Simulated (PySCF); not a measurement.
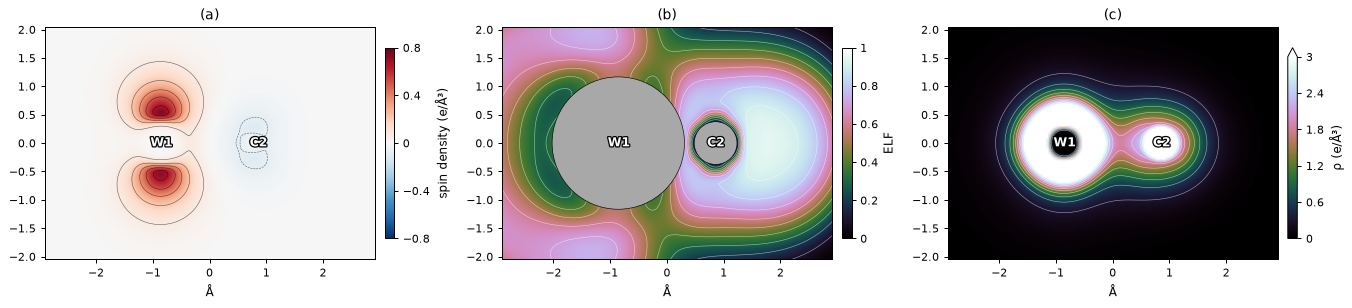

Figure 1: WC (charge −1, doublet). (a) spin density; (b) ELF; (c) electron density on a plane that holds the molecular axis. Grey discs cover the atomic cores in the ELF map.

Core potentials replace the inner electrons of W.

Level of theory: PySCF, PBE0/def2-TZVPPD, non-relativistic Hamiltonian with scalar-relativistic core potentials where named, at a bond length of 1.715 Å.

```json
{"atom": "W", "x (Å)": "0.0000", "y (Å)": "0.0000", "z (Å)": "-0.1050"}
{"atom": "C", "x (Å)": "0.0000", "y (Å)": "0.0000", "z (Å)": "1.6100"}
```

### Read the bonding off the picture.

- Atoms in the plane: W and C.
- C–W (1.71 Å): ρ at the midpoint is about 2.1 e/Å³, with its minimum of 1.9 e/Å³ about 0.7 Å from C; the ELF peaks at about 0.75 in the valence shell of C, 0.5 Å from its nucleus, and is about 0.55 at the midpoint.
- The unpaired spin (1 electron) lies mostly on W1 (about 1.1), in electrons by Hirshfeld's partition, with opposite, polarisation-induced spin on C2.
